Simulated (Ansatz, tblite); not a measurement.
# C11H22O: spin states and exact exchange

Is the singlet the ground state of C11H22O? Other spin states are computed and compared level by level.

Method: as each input shows; program: Ansatz 0.2.0, Gaussian basis.

Levels to be run: triplet, at the geometry of the singlet (GFN1-xTB, GFN2-xTB, PBE0-D4/def2-SVP, PBE-D4/def2-SVP); the singlet's energies come from earlier runs.

3 further runs of the same task are left out: 3 that didn't finish.

### Step 1. The relaxed structure

The singlet was relaxed beforehand with r2SCAN-D4/def2-SVP.

SMILES `C=CCCCCCCCCCO`, 34 atoms, charge 0, spin multiplicity 1.

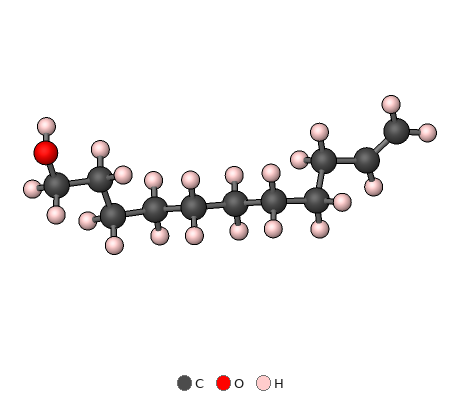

The geometry (carbon dark grey, oxygen red, hydrogen pink).

### Step 2. Triplet at the fixed geometry, GFN1-xTB

Tight binding, by tblite at 300 K electronic temperature and without a spin-polarisation term:

```python
tblite.interface.Calculator('GFN1-xTB', numbers, positions, charge=0, uhf=2).singlepoint()
```

Energy -1078.3342 eV; 0.025 s.

### Step 3. Triplet at the fixed geometry, GFN2-xTB

Tight binding, by tblite at 300 K electronic temperature and without a spin-polarisation term:

```python
tblite.interface.Calculator('GFN2-xTB', numbers, positions, charge=0, uhf=2).singlepoint()
```

Energy -1050.8166 eV; 0.017 s.

### Step 4. Triplet at the fixed geometry, PBE0-D4/def2-SVP

Input file in.yaml:

```yaml
crystal:
  periodic: [false, false, false]
  atoms:
    - {symbol: C, position_ang: [-6.052273, 1.180054, 0.138180]}
    - {symbol: C, position_ang: [-5.098802, 0.357455, 0.589472]}
    - {symbol: C, position_ang: [-3.639026, 0.462634, 0.272318]}
    - {symbol: C, position_ang: [-3.108030, -0.767154, -0.478890]}
    - {symbol: C, position_ang: [-1.634260, -0.673710, -0.875899]}
    - {symbol: C, position_ang: [-0.655600, -0.615866, 0.295479]}
    - {symbol: C, position_ang: [0.806923, -0.611665, -0.142345]}
    - {symbol: C, position_ang: [1.787513, -0.554674, 1.027420]}
    - {symbol: C, position_ang: [3.261526, -0.632517, 0.627077]}
    - {symbol: C, position_ang: [3.754870, 0.543919, -0.212203]}
    - {symbol: C, position_ang: [5.246735, 0.480919, -0.511540]}
    - {symbol: O, position_ang: [5.685779, 1.525295, -1.352436]}
    - {symbol: H, position_ang: [-7.105060, 1.037173, 0.399669]}
    - {symbol: H, position_ang: [-5.809740, 2.030471, -0.509846]}
    - {symbol: H, position_ang: [-5.388420, -0.489815, 1.228788]}
    - {symbol: H, position_ang: [-3.450782, 1.372875, -0.325470]}
    - {symbol: H, position_ang: [-3.074423, 0.581919, 1.216140]}
    - {symbol: H, position_ang: [-3.720922, -0.914301, -1.385424]}
    - {symbol: H, position_ang: [-3.265565, -1.669030, 0.142906]}
    - {symbol: H, position_ang: [-1.485184, 0.214115, -1.519947]}
    - {symbol: H, position_ang: [-1.381199, -1.546105, -1.505794]}
    - {symbol: H, position_ang: [-0.836497, -1.479000, 0.965178]}
    - {symbol: H, position_ang: [-0.846979, 0.285054, 0.907100]}
    - {symbol: H, position_ang: [1.012141, -1.516638, -0.746409]}
    - {symbol: H, position_ang: [0.974874, 0.245571, -0.819951]}
    - {symbol: H, position_ang: [1.613732, 0.374025, 1.604250]}
    - {symbol: H, position_ang: [1.561004, -1.385173, 1.720893]}
    - {symbol: H, position_ang: [3.878276, -0.701269, 1.542250]}
    - {symbol: H, position_ang: [3.438965, -1.574470, 0.073658]}
    - {symbol: H, position_ang: [3.219346, 0.599003, -1.175492]}
    - {symbol: H, position_ang: [3.531570, 1.490502, 0.320128]}
    - {symbol: H, position_ang: [5.818050, 0.449204, 0.442293]}
    - {symbol: H, position_ang: [5.479440, -0.455908, -1.046616]}
    - {symbol: H, position_ang: [5.481988, 2.357125, -0.904957]}
basis:
  gaussian: {orbitals: def2-SVP}
magnetization: {spin_polarized: true, initial_magnetization: 2}
hamiltonian: {xc: pbe0, dispersion: d4}
scf: {omitted_lower_state_checks: [starts]}
output: {orbitals: {seedname: orbitals}}
```

Started as:

```sh
$ ansatz run in.yaml --threads 4 --pin off --events-out ev --progress --plain --max-ram 6963MiB
```

Output:

```text
Functional definition: PBE0
  name "PBE0"
  cite "Adamo & Barone, J. Chem. Phys. 110, 6158 (1999) doi:10.1063/1.478522"
  cite "Perdew, Burke & Ernzerhof, Phys. Rev. Lett. 77, 3865 (1996) doi:10.1103/PhysRevLett.77.3865"
  parent pbe
  parameter a = 0.25
  parameter kappa = 0.804
  parameter beta = 0.06672455060314922
  exchange = (1 - a)*pbe_x(kappa = kappa, mu = beta*pi^2/3) + a*exact_x
  correlation = pbe_c(beta = beta)
these checks for a lower state are left out or cut short: starts
3157 factors; their error is unknown
mean field evaluation 1: about -13765.3686 eV, gradient 5.7e1 eV
mean field evaluation 2: about -13762.4887 eV, gradient 6.4e1 eV
mean field evaluation 4: about -13782.2707 eV, gradient 2.4e0 eV
mean field evaluation 8: about -13782.2954 eV, gradient 2.0e-1 eV
mean field evaluation 16: about -13782.2410 eV, gradient 5.9e-4 eV
mean field -13782.24103317 eV, -506.4880160304 hartree, gradient 1.1e-5 eV, S^2 2.008034; 0 other end points of the search recorded, 0 dependent functions left out
reference -13782.24107656 eV, -506.4880176249 hartree; 49, 47 occupied and 229, 231 virtual orbitals, 3157 factors
Total energy: -13782.87807550 eV, -506.5114269042 hartree
Checks for a lower state left out: starts
```

Run time: 25 s. Hardware: 4 threads of Arm Neoverse V1, shared host; peak memory 1.9 GiB.

From the report: HOMO -3.00 eV, LUMO -3.57 eV (over both spins; with the spin held, an empty level of the minority spin lies below the top filled one); ⟨S²⟩ 2.008 (pure: 2.00).

### Step 5. Triplet at the fixed geometry, PBE-D4/def2-SVP

start.molden holds the orbitals of an earlier run on this state, given as this run's starting guess.

in.yaml: that of step 4 with these lines changed.

```diff
@@ -38,5 +38,5 @@
 basis:
-  gaussian: {orbitals: def2-SVP}
+  gaussian: {orbitals: def2-SVP, initial_orbitals: start.molden}
 magnetization: {spin_polarized: true, initial_magnetization: 2}
-hamiltonian: {xc: pbe0, dispersion: d4}
+hamiltonian: {xc: pbe, dispersion: d4}
 scf: {omitted_lower_state_checks: [starts]}
```

The command is unchanged.

Output:

```text
Functional definition: PBE
  name "PBE"
  cite "Perdew, Burke & Ernzerhof, Phys. Rev. Lett. 77, 3865 (1996) doi:10.1103/PhysRevLett.77.3865"
  parent pbe
  parameter kappa = 0.804
  parameter beta = 0.06672455060314922
  exchange = pbe_x(kappa = kappa, mu = beta*pi^2/3)
  correlation = pbe_c(beta = beta)
these checks for a lower state are left out or cut short: starts
3157 factors; their error is unknown
mean field evaluation 1: about -13779.5694 eV, gradient 6.3e0 eV
mean field evaluation 2: about -13779.7215 eV, gradient 1.9e-1 eV
mean field evaluation 4: about -13779.5626 eV, gradient 2.5e-3 eV
mean field -13779.56263172 eV, -506.3895865929 hartree, gradient 3.2e-5 eV, S^2 2.005934; 0 other end points of the search recorded, 0 dependent functions left out
reference -13779.56268741 eV, -506.3895886394 hartree; 49, 47 occupied and 229, 231 virtual orbitals, 3157 factors
Total energy: -13780.31333047 eV, -506.4171742628 hartree
Checks for a lower state left out: starts
```

Wall time 9.5 s (4 threads of Arm Neoverse V1, shared host).

HOMO -1.66 eV, LUMO -4.86 eV (over both spins; with the spin held, an empty level of the minority spin lies below the top filled one); ⟨S²⟩ 2.006 (pure: 2.00).

### Step 6. Triplet less singlet, vertical

The singlet's energies are those of its earlier runs, whose logs aren't repeated here.

| level | triplet less singlet, vertical (kcal/mol) | time |
| --- | --- | --- |
| GFN1-xTB | +119.6 | 0.05 s |
| GFN2-xTB | +120.7 | 0.034 s |
| PBE-D4/def2-SVP | +102.5 | 15 s |
| PBE0-D4/def2-SVP | +98.4 | 37 s |

Times add the two runs; a level without a time comes out of a correlated run. Tight binding without a spin term can't rank spin states.

### Step 7. Outcome

```
                                               quantity                                        value
triplet less singlet, vertical, functionals in def2-SVP  +98.4 (PBE0-D4) to +102.5 kcal/mol (PBE-D4)
```

What this shows: All functionals put the triplet above the singlet, over a spread of 4.1 kcal/mol. The checks for a lower triplet were left out, so another state of that spin may lie lower. These are electronic energies, without zero-point motion, entropy or surroundings.
